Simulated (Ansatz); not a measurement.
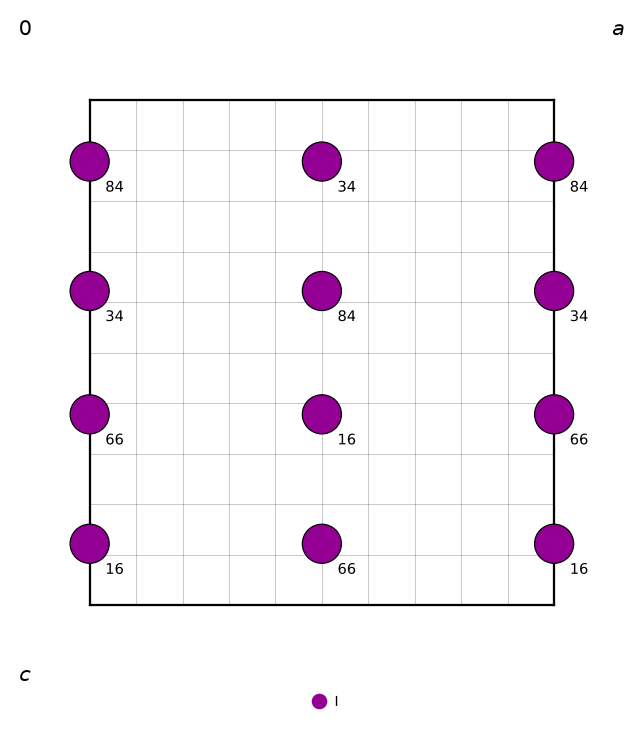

Plan of a unit cell projected along b (c down the page, a across); the numbers are heights in hundredths of b, and atoms on the cell's edges are repeated. The grid marks tenths of c and a. Source: coordinates from a relaxation with DFT PBE, scalar-relativistic, plane waves, PAW (Ansatz 0.2.0). Symmetry computed with spglib at a tolerance of 0.002 Å; standard conventional cell.

a = 9.023 Å, b = 4.618 Å, c = 9.821 Å, α = 90.00°, β = 90.00°, γ = 90.00°.

Q: What does the cell contain?

A: 8 I: I, Z = 8.

Q: Give the fractional coordinates of all atoms, to two places.

A:
```json
{"atom": "I", "x": "0.50", "y": "0.16", "z": "0.62"}
{"atom": "I", "x": "0.50", "y": "0.84", "z": "0.38"}
{"atom": "I", "x": "0.50", "y": "0.66", "z": "0.88"}
{"atom": "I", "x": "0.50", "y": "0.34", "z": "0.12"}
{"atom": "I", "x": "0.00", "y": "0.66", "z": "0.62"}
{"atom": "I", "x": "0.00", "y": "0.34", "z": "0.38"}
{"atom": "I", "x": "0.00", "y": "0.16", "z": "0.88"}
{"atom": "I", "x": "0.00", "y": "0.84", "z": "0.12"}
```
